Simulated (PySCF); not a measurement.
**Ho⁶³⁺, Ho⁶⁴⁺: ionisation energies in even-tempered 18s8p5d5f4g**

Aim: the ionisation energy of holmium from differences of total energies, at each level of theory, and how far each lands from the tabulated value where there is one.

Program: PySCF 2.14.0. Level of theory: unrestricted determinants in a Gaussian basis, no spin-orbit coupling in the energies. These are calculated values, not measurements, unless marked.

### Step 1. The system

* Element: holmium (Z = 67)
* Basis: an even-tempered Gaussian basis (18 s from 42 bohr⁻², ratio 2.2; 8 p from 63 bohr⁻², ratio 2.4; 5 d from 190 bohr⁻², ratio 2.4; 5 f from 280 bohr⁻², ratio 2.4; 4 g from 430 bohr⁻², ratio 2.4)
* Hamiltonian: scalar relativity by spin-free X2C-1e
* State 1: Ho⁶³⁺: [He] 2s2, closed-shell 1S
* State 2: Ho⁶⁴⁺: [He] 2s1, 2S determinant
* Needed too, but not shown: Ho⁶⁵⁺ 1s2 (1S)
* Methods: UHF, LDA, PBE, PBE0, r2SCAN, PBEsol, TPSS, MP2
* Core shells frozen in the correlated runs: all electrons: nothing (for Ho⁶³⁺)

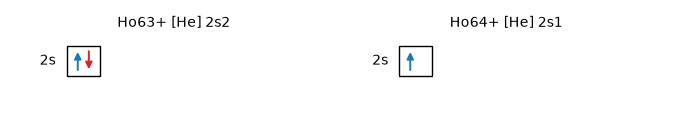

Outer shells as boxes.

The runs were made by one driver on top of PySCF. The scripts below sum up each run's settings (the driver also hands on starting orbitals that pick excited configurations, and frozen orbitals as a list rather than a count), and the logs come from the driver's own runs. The driver starts from symmetry-adapted Hartree-Fock orbitals, holds the occupation by maximum overlap and uses a logarithmic radial grid for functionals, so a plain start would take other cycles.

The integrals over 138 functions and the set-up took 0.97 s of CPU time.

### Step 2. Ho⁶³⁺, method by method

**UHF**

Contents of input.py:

```python
from pyscf import gto, scf, dft, mp, cc
mol = gto.M(atom="Ho 0 0 0", charge=63, spin=0, symmetry="D2h",
            basis=gto.etbs([(0, 18, 42, 2.2), (1, 8, 63, 2.4), (2, 5, 190, 2.4), (3, 5, 280, 2.4), (4, 4, 430, 2.4)]),
            nucmod="G")
mf = scf.UHF(mol).sfx2c1e()
mf.irrep_nelec = {'Ag': (2, 2)}
mf.kernel()
```

The program printed:

```text
damping factor = 0
level_shift factor = 0
DIIS = <class 'pyscf.scf.diis.CDIIS'>
diis_start_cycle = 1
diis_space = 10
diis_damp = 0
SCF conv_tol = 1e-09
SCF conv_tol_grad = None
number electrons alpha = 2  beta = 2
cycle= 1 E= -5893.63515364422  delta_E= 9.09e-13  |g|= 4.67e-08  |ddm|= 4.18e-08
converged SCF energy = -5893.63515364422  <S^2> = -8.8817842e-16  2S+1 = 1
```

It used 3.2 s of CPU time after the integrals (shared host).

The occupied shells:

```csv
shell,electrons,mean orbital energy (eV),spread (eV),rms radius (bohr)
1s,2,-63116.9,0,0.0234
2s,2,-15468.0,0,0.0907
```

⟨S²⟩ = 0.000, ⟨L²⟩ = 0.00.

**LDA**

input.py differs from the last one in:

```diff
@@ -4,3 +4,3 @@
             nucmod="G")
-mf = scf.UHF(mol).sfx2c1e()
+mf = dft.UKS(mol, xc="LDA,VWN").sfx2c1e()
 mf.irrep_nelec = {'Ag': (2, 2)}
```

The program printed:

```text
damping factor = 0
level_shift factor = 0
DIIS = <class 'pyscf.scf.diis.CDIIS'>
diis_start_cycle = 1
diis_space = 10
diis_damp = 0
SCF conv_tol = 1e-09
SCF conv_tol_grad = None
number electrons alpha = 2  beta = 2
XC functionals = LDA,VWN
    P. A. M. Dirac.,  Math. Proc. Cambridge Philos. Soc. 26, 376 (1930)
    F. Bloch.,  Z. Phys. 57, 545 (1929)
    S. H. Vosko, L. Wilk, and M. Nusair.,  Can. J. Phys. 58, 1200 (1980)
cycle= 1 E= -5886.83305579435  delta_E= -0.00784  |g|= 0.0419  |ddm|= 0.00341
cycle= 2 E= -5886.83305641133  delta_E= -6.17e-07  |g|= 0.000552  |ddm|= 4.48e-05
cycle= 3 E= -5886.83305641146  delta_E= -1.28e-10  |g|= 5.38e-07  |ddm|= 7.5e-07
converged SCF energy = -5886.83305641146  <S^2> = -2.220446e-15  2S+1 = 1
```

It used 0.33 s of CPU time after the integrals (shared host).

**PBE**

input.py differs from the last one in:

```diff
@@ -4,3 +4,3 @@
             nucmod="G")
-mf = dft.UKS(mol, xc="LDA,VWN").sfx2c1e()
+mf = dft.UKS(mol, xc="PBE").sfx2c1e()
 mf.irrep_nelec = {'Ag': (2, 2)}
```

The program printed:

```text
damping factor = 0
level_shift factor = 0
DIIS = <class 'pyscf.scf.diis.CDIIS'>
diis_start_cycle = 1
diis_space = 10
diis_damp = 0
SCF conv_tol = 1e-09
SCF conv_tol_grad = None
number electrons alpha = 2  beta = 2
XC functionals = PBE
    J. P. Perdew, K. Burke, and M. Ernzerhof.,  Phys. Rev. Lett. 77, 3865 (1996)
    J. P. Perdew, K. Burke, and M. Ernzerhof.,  Phys. Rev. Lett. 78, 1396 (1997)
    J. P. Perdew, K. Burke, and M. Ernzerhof.,  Phys. Rev. Lett. 77, 3865 (1996)
    J. P. Perdew, K. Burke, and M. Ernzerhof.,  Phys. Rev. Lett. 78, 1396 (1997)
cycle= 1 E= -5894.20489922473  delta_E= -0.00665  |g|= 0.00777  |ddm|= 0.0058
cycle= 2 E= -5894.20489922996  delta_E= -5.23e-09  |g|= 1.34e-05  |ddm|= 1.57e-05
cycle= 3 E= -5894.20489922996  delta_E= 1.82e-12  |g|= 1.15e-07  |ddm|= 3.04e-08
converged SCF energy = -5894.20489922996  <S^2> = 2.220446e-16  2S+1 = 1
```

CPU time 0.37 s on a shared host, the integrals not counted.

**PBE0**

input.py differs from the last one in:

```diff
@@ -4,3 +4,3 @@
             nucmod="G")
-mf = dft.UKS(mol, xc="PBE").sfx2c1e()
+mf = dft.UKS(mol, xc="PBE0").sfx2c1e()
 mf.irrep_nelec = {'Ag': (2, 2)}
```

The program printed:

```text
damping factor = 0
level_shift factor = 0
DIIS = <class 'pyscf.scf.diis.CDIIS'>
diis_start_cycle = 1
diis_space = 10
diis_damp = 0
SCF conv_tol = 1e-09
SCF conv_tol_grad = None
number electrons alpha = 2  beta = 2
XC functionals = PBE0
    C. Adamo and V. Barone.,  J. Chem. Phys. 110, 6158 (1999)
    M. Ernzerhof and G. E. Scuseria.,  J. Chem. Phys. 110, 5029 (1999)
cycle= 1 E= -5894.08668549869  delta_E= -0.00372  |g|= 0.00768  |ddm|= 0.00442
cycle= 2 E= -5894.08668550662  delta_E= -7.93e-09  |g|= 1.32e-05  |ddm|= 8.57e-06
cycle= 3 E= -5894.08668550662  delta_E=    0  |g|= 4.3e-08  |ddm|= 3.77e-08
converged SCF energy = -5894.08668550662  <S^2> = 0  2S+1 = 1
```

CPU time 2.1 s on a shared host, the integrals not counted.

**r2SCAN**

input.py differs from the last one in:

```diff
@@ -4,3 +4,3 @@
             nucmod="G")
-mf = dft.UKS(mol, xc="PBE0").sfx2c1e()
+mf = dft.UKS(mol, xc="R2SCAN").sfx2c1e()
 mf.irrep_nelec = {'Ag': (2, 2)}
```

The program printed:

```text
damping factor = 0
level_shift factor = 0
DIIS = <class 'pyscf.scf.diis.CDIIS'>
diis_start_cycle = 1
diis_space = 10
diis_damp = 0
SCF conv_tol = 1e-09
SCF conv_tol_grad = None
number electrons alpha = 2  beta = 2
XC functionals = R2SCAN
    J. W. Furness, A. D. Kaplan, J. Ning, J. P. Perdew, and J. Sun.,  J. Phys. Chem. Lett. 11, 8208-8215 (2020)
    J. W. Furness, A. D. Kaplan, J. Ning, J. P. Perdew, and J. Sun.,  J. Phys. Chem. Lett. 11, 9248-9248 (2020)
    J. W. Furness, A. D. Kaplan, J. Ning, J. P. Perdew, and J. Sun.,  J. Phys. Chem. Lett. 11, 8208-8215 (2020)
    J. W. Furness, A. D. Kaplan, J. Ning, J. P. Perdew, and J. Sun.,  J. Phys. Chem. Lett. 11, 9248-9248 (2020)
cycle= 1 E= -5893.91448471274  delta_E= -0.00231  |g|= 0.00832  |ddm|= 0.00369
cycle= 2 E= -5893.91448471934  delta_E= -6.6e-09  |g|= 2.74e-05  |ddm|= 2.36e-05
cycle= 3 E= -5893.91448471934  delta_E= -9.09e-13  |g|= 1.37e-07  |ddm|= 2.51e-07
converged SCF energy = -5893.91448471934  <S^2> = -8.8817842e-16  2S+1 = 1
```

It used 0.87 s of CPU time after the integrals (shared host).

**PBEsol**

input.py differs from the last one in:

```diff
@@ -4,3 +4,3 @@
             nucmod="G")
-mf = dft.UKS(mol, xc="R2SCAN").sfx2c1e()
+mf = dft.UKS(mol, xc="PBEsol").sfx2c1e()
 mf.irrep_nelec = {'Ag': (2, 2)}
```

The program printed:

```text
damping factor = 0
level_shift factor = 0
DIIS = <class 'pyscf.scf.diis.CDIIS'>
diis_start_cycle = 1
diis_space = 10
diis_damp = 0
SCF conv_tol = 1e-09
SCF conv_tol_grad = None
number electrons alpha = 2  beta = 2
XC functionals = PBEsol
    J. P. Perdew, A. Ruzsinszky, G. I. Csonka, O. A. Vydrov, G. E. Scuseria, L. A. Constantin, X. Zhou, and K. Burke.,  Phys. Rev. Lett. 100, 136406 (2008)
    J. P. Perdew, A. Ruzsinszky, G. I. Csonka, O. A. Vydrov, G. E. Scuseria, L. A. Constantin, X. Zhou, and K. Burke.,  Phys. Rev. Lett. 100, 136406 (2008)
cycle= 1 E= -5891.33651833292  delta_E= -0.00564  |g|= 0.0171  |ddm|= 0.00582
cycle= 2 E= -5891.33651842061  delta_E= -8.77e-08  |g|= 0.000205  |ddm|= 1.74e-05
cycle= 3 E= -5891.33651842062  delta_E= -1.64e-11  |g|= 5.33e-07  |ddm|= 2.98e-07
converged SCF energy = -5891.33651842062  <S^2> = -4.4408921e-16  2S+1 = 1
```

CPU time 0.37 s on a shared host, the integrals not counted.

**TPSS**

input.py differs from the last one in:

```diff
@@ -4,3 +4,3 @@
             nucmod="G")
-mf = dft.UKS(mol, xc="PBEsol").sfx2c1e()
+mf = dft.UKS(mol, xc="TPSS").sfx2c1e()
 mf.irrep_nelec = {'Ag': (2, 2)}
```

The program printed:

```text
damping factor = 0
level_shift factor = 0
DIIS = <class 'pyscf.scf.diis.CDIIS'>
diis_start_cycle = 1
diis_space = 10
diis_damp = 0
SCF conv_tol = 1e-09
SCF conv_tol_grad = None
number electrons alpha = 2  beta = 2
XC functionals = TPSS
    J. Tao, J. P. Perdew, V. N. Staroverov, and G. E. Scuseria.,  Phys. Rev. Lett. 91, 146401 (2003)
    J. P. Perdew, J. Tao, V. N. Staroverov, and G. E. Scuseria.,  J. Chem. Phys. 120, 6898 (2004)
    J. Tao, J. P. Perdew, V. N. Staroverov, and G. E. Scuseria.,  Phys. Rev. Lett. 91, 146401 (2003)
    J. P. Perdew, J. Tao, V. N. Staroverov, and G. E. Scuseria.,  J. Chem. Phys. 120, 6898 (2004)
cycle= 1 E= -5894.5740629353  delta_E= -0.00253  |g|= 0.0126  |ddm|= 0.00536
cycle= 2 E= -5894.57406294311  delta_E= -7.8e-09  |g|= 5.08e-05  |ddm|= 1.08e-05
cycle= 3 E= -5894.57406294311  delta_E= -1.82e-12  |g|= 4.12e-07  |ddm|= 4.6e-08
converged SCF energy = -5894.57406294311  <S^2> = -4.4408921e-16  2S+1 = 1
```

It used 0.89 s of CPU time after the integrals (shared host).

**MP2 (all electrons)**

input.py differs from the last one in:

```diff
@@ -4,4 +4,5 @@
             nucmod="G")
-mf = dft.UKS(mol, xc="TPSS").sfx2c1e()
+mf = scf.UHF(mol).sfx2c1e()
 mf.irrep_nelec = {'Ag': (2, 2)}
 mf.kernel()
+mp.UMP2(mf, frozen=[[132, 133, 134, 135, 136, 137], [132, 133, 134, 135, 136, 137]]).kernel()
```

No log was kept for this step.

It used 1.9 s of CPU time after the integrals (shared host).

With 4 electrons correlated, the MP2 correlation energy is -0.26391 hartree (-0.00448 same spin, -0.25943 opposite spin); the SCS form gives -0.31281. Largest pairs of shells: 2s-2s -0.1819, 1s-1s -0.0589, 1s-2s -0.0232.

At this charge the one-electron X2C treatment keeps the bare 1/r₁₂, with no two-electron picture change or Breit term, which inflates the 1s pair energies well beyond their four-component values.

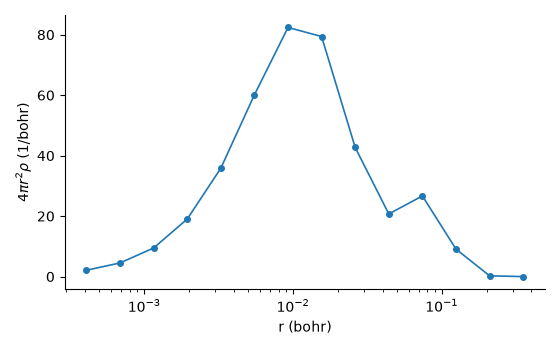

Radial density 4πr²ρ of Ho⁶³⁺ at UHF, without picture-change correction, at 14 stored radii joined by straight lines.

### Step 3. Ho⁶⁴⁺, method by method

**UHF**

Contents of input.py:

```python
from pyscf import gto, scf, dft, mp, cc
mol = gto.M(atom="Ho 0 0 0", charge=64, spin=1, symmetry="D2h",
            basis=gto.etbs([(0, 18, 42, 2.2), (1, 8, 63, 2.4), (2, 5, 190, 2.4), (3, 5, 280, 2.4), (4, 4, 430, 2.4)]),
            nucmod="G")
mf = scf.UHF(mol).sfx2c1e()
mf.irrep_nelec = {'Ag': (2, 1)}
mf.kernel()
```

The program printed:

```text
damping factor = 0
level_shift factor = 0
DIIS = <class 'pyscf.scf.diis.CDIIS'>
diis_start_cycle = 1
diis_space = 10
diis_damp = 0
SCF conv_tol = 1e-09
SCF conv_tol_grad = None
number electrons alpha = 2  beta = 1
cycle= 1 E= -5325.20922421884  delta_E= -9.09e-13  |g|= 3.01e-07  |ddm|= 4.23e-08
converged SCF energy = -5325.20922421884  <S^2> = 0.75000033  2S+1 = 2.0000003
```

It used 3.2 s of CPU time after the integrals (shared host).

Orbital energies by shell (radii are means over both spins):

```csv
shell,electrons,mean orbital energy (eV),spread (eV),rms radius (bohr)
1s α,1,-63543.6,0,0.0234
1s β,1,-63487.3,0,0.0234
2s α,1,-15764.5,0,0.0902
```

⟨S²⟩ = 0.750, ⟨L²⟩ = 0.00.

**LDA**

input.py differs from the last one in:

```diff
@@ -4,3 +4,3 @@
             nucmod="G")
-mf = scf.UHF(mol).sfx2c1e()
+mf = dft.UKS(mol, xc="LDA,VWN").sfx2c1e()
 mf.irrep_nelec = {'Ag': (2, 1)}
```

The program printed:

```text
damping factor = 0
level_shift factor = 0
DIIS = <class 'pyscf.scf.diis.CDIIS'>
diis_start_cycle = 1
diis_space = 10
diis_damp = 0
SCF conv_tol = 1e-09
SCF conv_tol_grad = None
number electrons alpha = 2  beta = 1
XC functionals = LDA,VWN
    P. A. M. Dirac.,  Math. Proc. Cambridge Philos. Soc. 26, 376 (1930)
    F. Bloch.,  Z. Phys. 57, 545 (1929)
    S. H. Vosko, L. Wilk, and M. Nusair.,  Can. J. Phys. 58, 1200 (1980)
cycle= 1 E= -5318.71172509686  delta_E= -0.00632  |g|= 0.0384  |ddm|= 0.00255
cycle= 2 E= -5318.7117255564  delta_E= -4.6e-07  |g|= 0.000448  |ddm|= 2.71e-05
cycle= 3 E= -5318.71172555646  delta_E= -6.28e-11  |g|= 7.39e-08  |ddm|= 2.97e-07
converged SCF energy = -5318.71172555646  <S^2> = 0.75000003  2S+1 = 2
```

CPU time 0.32 s on a shared host, the integrals not counted.

**PBE**

input.py differs from the last one in:

```diff
@@ -4,3 +4,3 @@
             nucmod="G")
-mf = dft.UKS(mol, xc="LDA,VWN").sfx2c1e()
+mf = dft.UKS(mol, xc="PBE").sfx2c1e()
 mf.irrep_nelec = {'Ag': (2, 1)}
```

The program printed:

```text
damping factor = 0
level_shift factor = 0
DIIS = <class 'pyscf.scf.diis.CDIIS'>
diis_start_cycle = 1
diis_space = 10
diis_damp = 0
SCF conv_tol = 1e-09
SCF conv_tol_grad = None
number electrons alpha = 2  beta = 1
XC functionals = PBE
    J. P. Perdew, K. Burke, and M. Ernzerhof.,  Phys. Rev. Lett. 77, 3865 (1996)
    J. P. Perdew, K. Burke, and M. Ernzerhof.,  Phys. Rev. Lett. 78, 1396 (1997)
    J. P. Perdew, K. Burke, and M. Ernzerhof.,  Phys. Rev. Lett. 77, 3865 (1996)
    J. P. Perdew, K. Burke, and M. Ernzerhof.,  Phys. Rev. Lett. 78, 1396 (1997)
cycle= 1 E= -5325.49394205049  delta_E= -0.00571  |g|= 0.00777  |ddm|= 0.004
cycle= 2 E= -5325.49394205605  delta_E= -5.56e-09  |g|= 2.92e-05  |ddm|= 9.41e-06
cycle= 3 E= -5325.49394205605  delta_E= 1.82e-12  |g|= 3.21e-07  |ddm|= 6.08e-08
converged SCF energy = -5325.49394205605  <S^2> = 0.75000002  2S+1 = 2
```

CPU time 0.36 s on a shared host, the integrals not counted.

**PBE0**

input.py differs from the last one in:

```diff
@@ -4,3 +4,3 @@
             nucmod="G")
-mf = dft.UKS(mol, xc="PBE").sfx2c1e()
+mf = dft.UKS(mol, xc="PBE0").sfx2c1e()
 mf.irrep_nelec = {'Ag': (2, 1)}
```

The program printed:

```text
damping factor = 0
level_shift factor = 0
DIIS = <class 'pyscf.scf.diis.CDIIS'>
diis_start_cycle = 1
diis_space = 10
diis_damp = 0
SCF conv_tol = 1e-09
SCF conv_tol_grad = None
number electrons alpha = 2  beta = 1
XC functionals = PBE0
    C. Adamo and V. Barone.,  J. Chem. Phys. 110, 6158 (1999)
    M. Ernzerhof and G. E. Scuseria.,  J. Chem. Phys. 110, 5029 (1999)
cycle= 1 E= -5325.43444052939  delta_E= -0.0032  |g|= 0.00747  |ddm|= 0.00303
cycle= 2 E= -5325.43444053785  delta_E= -8.46e-09  |g|= 1.46e-05  |ddm|= 7.86e-06
cycle= 3 E= -5325.43444053785  delta_E= -9.09e-13  |g|= 6.17e-08  |ddm|= 4.81e-08
converged SCF energy = -5325.43444053785  <S^2> = 0.75000005  2S+1 = 2
```

It used 2 s of CPU time after the integrals (shared host).

**r2SCAN**

input.py differs from the last one in:

```diff
@@ -4,3 +4,3 @@
             nucmod="G")
-mf = dft.UKS(mol, xc="PBE0").sfx2c1e()
+mf = dft.UKS(mol, xc="R2SCAN").sfx2c1e()
 mf.irrep_nelec = {'Ag': (2, 1)}
```

The program printed:

```text
damping factor = 0
level_shift factor = 0
DIIS = <class 'pyscf.scf.diis.CDIIS'>
diis_start_cycle = 1
diis_space = 10
diis_damp = 0
SCF conv_tol = 1e-09
SCF conv_tol_grad = None
number electrons alpha = 2  beta = 1
XC functionals = R2SCAN
    J. W. Furness, A. D. Kaplan, J. Ning, J. P. Perdew, and J. Sun.,  J. Phys. Chem. Lett. 11, 8208-8215 (2020)
    J. W. Furness, A. D. Kaplan, J. Ning, J. P. Perdew, and J. Sun.,  J. Phys. Chem. Lett. 11, 9248-9248 (2020)
    J. W. Furness, A. D. Kaplan, J. Ning, J. P. Perdew, and J. Sun.,  J. Phys. Chem. Lett. 11, 8208-8215 (2020)
    J. W. Furness, A. D. Kaplan, J. Ning, J. P. Perdew, and J. Sun.,  J. Phys. Chem. Lett. 11, 9248-9248 (2020)
cycle= 1 E= -5325.58428353357  delta_E= -0.00181  |g|= 0.00753  |ddm|= 0.00261
cycle= 2 E= -5325.58428353981  delta_E= -6.25e-09  |g|= 2.85e-05  |ddm|= 1.64e-05
cycle= 3 E= -5325.58428353981  delta_E= 2.73e-12  |g|= 1.69e-07  |ddm|= 1.62e-07
converged SCF energy = -5325.58428353981  <S^2> = 0.75000018  2S+1 = 2.0000002
```

CPU time 0.86 s on a shared host, the integrals not counted.

**PBEsol**

input.py differs from the last one in:

```diff
@@ -4,3 +4,3 @@
             nucmod="G")
-mf = dft.UKS(mol, xc="R2SCAN").sfx2c1e()
+mf = dft.UKS(mol, xc="PBEsol").sfx2c1e()
 mf.irrep_nelec = {'Ag': (2, 1)}
```

The program printed:

```text
damping factor = 0
level_shift factor = 0
DIIS = <class 'pyscf.scf.diis.CDIIS'>
diis_start_cycle = 1
diis_space = 10
diis_damp = 0
SCF conv_tol = 1e-09
SCF conv_tol_grad = None
number electrons alpha = 2  beta = 1
XC functionals = PBEsol
    J. P. Perdew, A. Ruzsinszky, G. I. Csonka, O. A. Vydrov, G. E. Scuseria, L. A. Constantin, X. Zhou, and K. Burke.,  Phys. Rev. Lett. 100, 136406 (2008)
    J. P. Perdew, A. Ruzsinszky, G. I. Csonka, O. A. Vydrov, G. E. Scuseria, L. A. Constantin, X. Zhou, and K. Burke.,  Phys. Rev. Lett. 100, 136406 (2008)
cycle= 1 E= -5322.92326867065  delta_E= -0.00469  |g|= 0.0162  |ddm|= 0.00409
cycle= 2 E= -5322.92326874925  delta_E= -7.86e-08  |g|= 0.000183  |ddm|= 1.35e-05
cycle= 3 E= -5322.92326874926  delta_E= -1e-11  |g|= 2.46e-07  |ddm|= 1.45e-07
converged SCF energy = -5322.92326874926  <S^2> = 0.75000002  2S+1 = 2
```

It used 0.36 s of CPU time after the integrals (shared host).

**TPSS**

input.py differs from the last one in:

```diff
@@ -4,3 +4,3 @@
             nucmod="G")
-mf = dft.UKS(mol, xc="PBEsol").sfx2c1e()
+mf = dft.UKS(mol, xc="TPSS").sfx2c1e()
 mf.irrep_nelec = {'Ag': (2, 1)}
```

The program printed:

```text
damping factor = 0
level_shift factor = 0
DIIS = <class 'pyscf.scf.diis.CDIIS'>
diis_start_cycle = 1
diis_space = 10
diis_damp = 0
SCF conv_tol = 1e-09
SCF conv_tol_grad = None
number electrons alpha = 2  beta = 1
XC functionals = TPSS
    J. Tao, J. P. Perdew, V. N. Staroverov, and G. E. Scuseria.,  Phys. Rev. Lett. 91, 146401 (2003)
    J. P. Perdew, J. Tao, V. N. Staroverov, and G. E. Scuseria.,  J. Chem. Phys. 120, 6898 (2004)
    J. Tao, J. P. Perdew, V. N. Staroverov, and G. E. Scuseria.,  Phys. Rev. Lett. 91, 146401 (2003)
    J. P. Perdew, J. Tao, V. N. Staroverov, and G. E. Scuseria.,  J. Chem. Phys. 120, 6898 (2004)
cycle= 1 E= -5325.91264390712  delta_E= -0.00206  |g|= 0.0121  |ddm|= 0.00384
cycle= 2 E= -5325.91264391216  delta_E= -5.04e-09  |g|= 3.95e-05  |ddm|= 8.86e-06
cycle= 3 E= -5325.91264391216  delta_E= 9.09e-13  |g|= 1.07e-07  |ddm|= 2.96e-08
converged SCF energy = -5325.91264391216  <S^2> = 0.75000007  2S+1 = 2.0000001
```

It used 0.88 s of CPU time after the integrals (shared host).

**MP2 (all electrons)**

input.py differs from the last one in:

```diff
@@ -4,4 +4,5 @@
             nucmod="G")
-mf = dft.UKS(mol, xc="TPSS").sfx2c1e()
+mf = scf.UHF(mol).sfx2c1e()
 mf.irrep_nelec = {'Ag': (2, 1)}
 mf.kernel()
+mp.UMP2(mf, frozen=[[132, 133, 134, 135, 136, 137], [132, 133, 134, 135, 136, 137]]).kernel()
```

This step left no log, only its results.

It used 1.8 s of CPU time after the integrals (shared host).

With 3 electrons correlated, the MP2 correlation energy is -0.07489 hartree (-0.00226 same spin, -0.07263 opposite spin); the SCS form gives -0.08791. Largest pairs of shells: 1s-1s -0.0622, 1s-2s -0.0127, 2s-2s 0.0000.

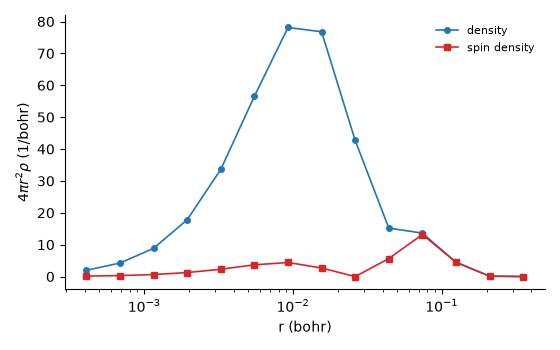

Radial density 4πr²ρ of Ho⁶⁴⁺ at UHF, without picture-change correction, at 14 stored radii joined by straight lines.

### Step 4. How the shells move

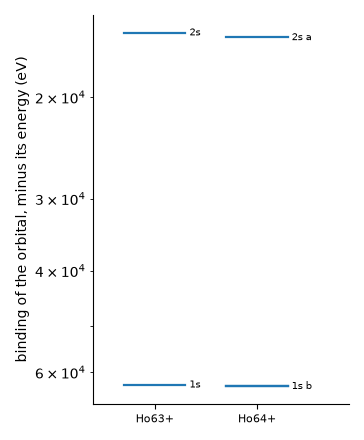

Hartree-Fock orbital energies of the states on a logarithmic scale (a, b: spin up and down; * marks an excited configuration).

### Step 5. Differences of total energies

Ionisation energy: Ho⁶³⁺ [He] 2s2 (1S) → Ho⁶⁴⁺ [He] 2s1 (2S).

```csv
method,value (eV),less the reference (eV),"CPU time, both states (s)"
UHF,15467.7,+19.7,6.4
LDA,15459.4,+11.4,0.65
PBE,15475.4,+27.4,0.73
PBE0,15473.8,+25.8,4.1
r2SCAN,15465.1,+17.1,1.7
PBEsol,15467.3,+19.3,0.73
TPSS,15474.1,+26.1,1.8
MP2 (all electrons),15472.8,+24.8,10
SCS-MP2 (all electrons),15473.8,+25.8,10
```

Reference: 15448 ± 19 eV (theoretical estimate listed by NIST; NIST Atomic Spectra Database, ionization energies). For this ion Breit and QED terms and the two-electron picture change, all absent here, are large against electron correlation.

Ionisation energy: Ho⁶⁴⁺ [He] 2s1 (2S) → Ho⁶⁵⁺ 1s2 (1S).

```csv
method,value (eV),less the reference (eV)
UHF,15764.5,+18.7
LDA,15753.4,+7.7
PBE,15771.2,+25.4
PBE0,15769.6,+23.8
r2SCAN,15760.7,+15.0
PBEsol,15762.8,+17.0
TPSS,15769.7,+23.9
MP2 (all electrons),15764.7,+18.9
SCS-MP2 (all electrons),15764.7,+18.9
```

Reference: 15745.77 ± 0.11 eV (theoretical estimate listed by NIST; NIST Atomic Spectra Database, ionization energies). For this ion Breit and QED terms and the two-electron picture change, all absent here, are large against electron correlation.

The differences also use runs on Ho⁶⁵⁺ 1s2 (1S), which are not shown here. Times are CPU seconds on a shared host without the integrals; correlated rows include their Hartree-Fock run, whose time holds the symmetry-adapted start and any spin-orbit constants, while functionals begin from orbitals already made.

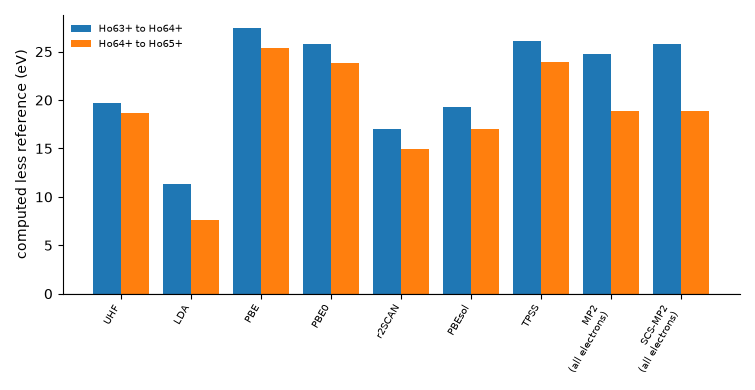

Computed less reference values by method, where the reference is not like for like or is itself uncertain.

### Step 6. Results

| quantity | value |
| --- | --- |
| ionisation energy, Ho⁶³⁺ | UHF 15467.7, MP2 (all electrons) 15472.8 eV; reference 15448 ± 19 |
| ionisation energy, Ho⁶⁴⁺ | UHF 15764.5, MP2 (all electrons) 15764.7 eV; reference 15745.77 ± 0.11 |

**Reading.** For the first difference the methods span 16.045 eV, from LDA (15459.4) to PBE (15475.4). The reference is uncertain or not like for like (spin-orbit coupling or other relativistic terms), so no ranking of close methods is drawn. The basis is finite, and no extrapolation was made.
